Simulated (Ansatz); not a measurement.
# InPH6 (SMILES [PH3+][InH3-]): HF/3-21G

What is the electronic atomisation energy of InPH6 at HF/3-21G? 

Program for the calculation: Ansatz 0.2.0.

50 further runs of the same task are left out: 3 that didn't finish, 47 set aside as unsound or not needed.

**1. The molecule**

The species is InPH6 (8 atoms), meant as a singlet with charge 0. As SMILES, `[PH3+][InH3-]`. Geometry: relaxed at PBE0-D4/def2-TZVP.

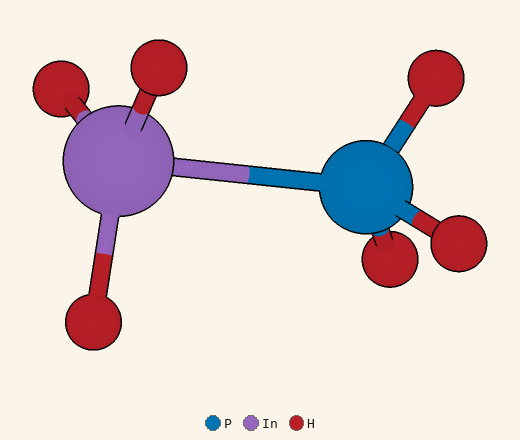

The structure, seen from a chosen angle (phosphorus blue, indium purple, hydrogen red).

**2. A single-point energy at HF/3-21G**

The input, input.yaml:

```yaml
crystal:
  periodic: [false, false, false]
  atoms:
    - {symbol: P, position_ang: [-0.593300, 0.062600, -1.026600]}
    - {symbol: In, position_ang: [0.822000, -0.099900, 1.362800]}
    - {symbol: H, position_ang: [-1.997500, -0.077200, -1.021800]}
    - {symbol: H, position_ang: [-0.318900, -0.855700, -2.062100]}
    - {symbol: H, position_ang: [-0.526800, 1.240500, -1.800800]}
    - {symbol: H, position_ang: [0.023300, 1.240800, 2.111900]}
    - {symbol: H, position_ang: [2.376100, 0.140700, 0.638900]}
    - {symbol: H, position_ang: [0.307400, -1.708800, 1.741800]}
basis:
  gaussian:
    orbitals: 3-21G-spherical.json
hamiltonian:
  xc: hf
accuracy: high
output:
  orbitals: {seedname: orbitals}
```

The basis set 3-21G is read from a file made from the Basis Set Exchange's data (not shown).

Command:

```
$ ansatz run input.yaml --threads 1 --pin off --max-ram 3480MiB --events-out events.jsonl --progress --plain --runs-dir runs
```

The program printed:

```text
Warning: RAYON_NUM_THREADS=1 ignored (pool sized by the plan → 1); use --threads N
Functional definition: HF
  name "HF"
  exchange = exact_x
  correlation = 0
1195 factors; integrals over basis functions are off by at most 5.8e-9 eV
mean field evaluation 1: about -164822.3114 eV, gradient 1.2e1 eV
mean field evaluation 2: about -164822.3470 eV, gradient 1.2e1 eV
mean field evaluation 4: about -164823.0652 eV, gradient 5.3e-1 eV
mean field evaluation 8: about -164823.0654 eV, gradient 2.6e-6 eV
mean field -164823.06538392 eV, -6057.1359317729 hartree, gradient 1.3e-8 eV, S^2 0.000000; 0 other end points of the search recorded, 0 dependent functions left out
reference -164823.06538392 eV, -6057.1359317729 hartree; 35, 35 occupied and 21, 21 virtual orbitals, 1195 factors
Total energy: -164823.06538392 eV, -6057.1359317729 hartree
```

Run time: 1.2 s. Hardware: 1 thread of Intel Xeon Platinum 8488C (Sapphire Rapids), shared host; peak memory 0.16 GiB.

**3. The H atom, same level**

The input, run.yaml:

```yaml
crystal:
  periodic: [false, false, false]
  atoms:
    - {symbol: H, position_ang: [0.000000, 0.000000, 0.000000]}
basis:
  gaussian:
    orbitals: 3-21G.json
magnetization:
  spin_polarized: true
  initial_magnetization: 1
total_charge: 0
hamiltonian:
  xc: hf
accuracy: high
```

The basis set 3-21G is read from a file made from the Basis Set Exchange's data (not shown).

Run the same way, it converges to -0.49620 Eh (log not shown).

**4. The In atom, same level**

The input, in.yaml:

```yaml
crystal:
  periodic: [false, false, false]
  atoms:
    - {symbol: In, position_ang: [0.000000, 0.000000, 0.000000]}
basis:
  gaussian:
    orbitals: 3-21G-spherical.json
total_charge: 0
magnetization:
  spin_polarized: true
  initial_magnetization: 1
hamiltonian:
  xc: hf
accuracy: high
```

The basis set 3-21G is read from a file made from the Basis Set Exchange's data (not shown).

Command:

```
$ ansatz run in.yaml --threads 1 --pin off --max-ram 3480MiB --events-out events.jsonl --progress --plain --runs-dir runs
```

The program printed:

```text
Warning: RAYON_NUM_THREADS=1 ignored (pool sized by the plan → 1); use --threads N
Functional definition: HF
  name "HF"
  exchange = exact_x
  correlation = 0
291 factors; integrals over basis functions are off by at most 4.8e-9 eV
mean field evaluation 1: about -155505.4349 eV, gradient 1.8e0 eV
mean field evaluation 2: about -155505.4517 eV, gradient 1.8e0 eV
mean field evaluation 4: about -155505.5287 eV, gradient 6.1e-2 eV
mean field evaluation 8: about -155505.5284 eV, gradient 1.3e-4 eV
mean field evaluation 16: about -155505.5283 eV, gradient 1.8e-2 eV
mean field -155505.52835575 eV, -5714.7227616408 hartree, gradient 1.6e-8 eV, S^2 0.750435; 3 other end points of the search recorded, 0 dependent functions left out
reference -155505.52835575 eV, -5714.7227616408 hartree; 25, 24 occupied and 6, 7 virtual orbitals, 291 factors
Total energy: -155505.52835575 eV, -5714.7227616408 hartree
```

It took 0.44 s on 1 thread of Intel Xeon Platinum 8488C (Sapphire Rapids), shared host.

**5. The P atom at the same level**

The input, molecule.yaml:

```yaml
crystal:
  periodic: [false, false, false]
  atoms:
    - {symbol: P, position_ang: [0.000000, 0.000000, 0.000000]}
basis:
  gaussian: {orbitals: 3-21G.json}
magnetization: {spin_polarized: true, initial_magnetization: 3}
hamiltonian: {xc: hf}
accuracy: high
```

The basis set 3-21G is read from a file made from the Basis Set Exchange's data (not shown).

Run the same way, it converges to -339.00008 Eh (log not shown).

**6. Results**

Level: HF/3-21G.

| quantity | value |
| --- | --- |
| molecule: total energy | -6057.13593 Eh |
| molecule: HOMO energy | -10.31 eV |
| molecule: LUMO energy | 2.47 eV |
| molecule: HOMO–LUMO gap | 12.78 eV |
| H atom: total energy | -0.49620 Eh |
| H atom: ⟨S²⟩ | 0.750 |
| In atom: total energy | -5714.72276 Eh |
| In atom: ⟨S²⟩ | 0.750 |
| P atom: total energy | -339.00008 Eh |
| P atom: ⟨S²⟩ | 3.750 |
| electronic atomisation energy | 11.861 eV |

Taking the molecule apart into free atoms costs 11.86 eV (274 kcal/mol), before zero-point energy and without spin-orbit coupling. Hartree–Fock lacks the correlation of the bonding pairs, which as a rule makes this value much too low; in minimal bases other errors can mask that. The basis has no polarisation functions, which makes bonds too weak. Relativity is left out (molecule) although the molecule holds a heavy atom. Relativity is left out (In atom) although the molecule holds a heavy atom.
